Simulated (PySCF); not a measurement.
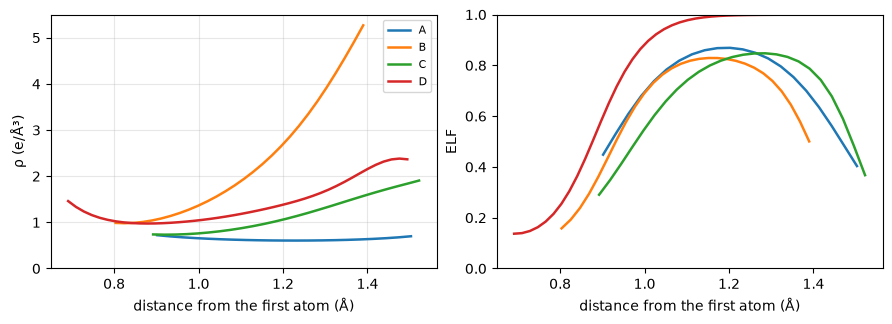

Figure 1: ClGe$_{3}$H$_{7}$O. Total electron density and ELF along straight lines between neighbouring atoms. The curves leave out the atomic cores.

Geometry: GFN2-xTB.

Computed with CAM-B3LYP/def2-SVPD, SCF density, gas phase (PySCF 2.14.0).

Input file:

```
{"job": {"kind": "uv", "xc": "CAM-B3LYP", "basis": "def2-SVPD", "nstates": 8, "ntriplets": 3}, "charge": 0, "multiplicity": 1}
Cl    -0.184397     0.399005    -2.872896
Ge    -0.431426    -0.704685    -1.103968
Ge    -2.089730     0.233183     0.363579
O      1.156733    -0.758752    -0.340364
Ge     2.193197     0.234203     0.638525
H     -0.556587    -2.177198    -1.498700
H     -1.557983     1.373429     1.186357
H     -2.632979    -0.769257     1.338885
H     -3.261706     0.778011    -0.393737
H      3.353822    -0.669321     0.902311
H      2.567011     1.461372    -0.139325
H      1.445243     0.599322     1.893305
```

Launched as:

```sh
OMP_NUM_THREADS=1 python probes_run.py task.json out
```

> Which curve belongs to which contact (Ge–Cl, Ge–Ge, Ge–H and Ge–O)? The first atom named is at distance zero.

Curve A: Ge–Ge (2.40 Å): ρ is about 0.61 e/Å³ halfway; the ELF peaks at about 0.85 between the atoms; a covalent bond. Curve B: Ge–O (1.74 Å): the density is about 1 e/Å³ at the midpoint; the ELF peaks at about 0.85 in the valence shell of O, 0.6 Å from its nucleus, and is about 0.30 at the midpoint. Curve C: Ge–Cl (2.10 Å): ρ is about 0.81 e/Å³ halfway; the ELF peaks at about 0.85 in the valence shell of Cl, 0.8 Å from its nucleus, and is about 0.65 at the midpoint. Curve D: Ge–H (1.49 Å): ρ is about 1.2 e/Å³ halfway; the ELF climbs to about 1 towards the hydrogen.
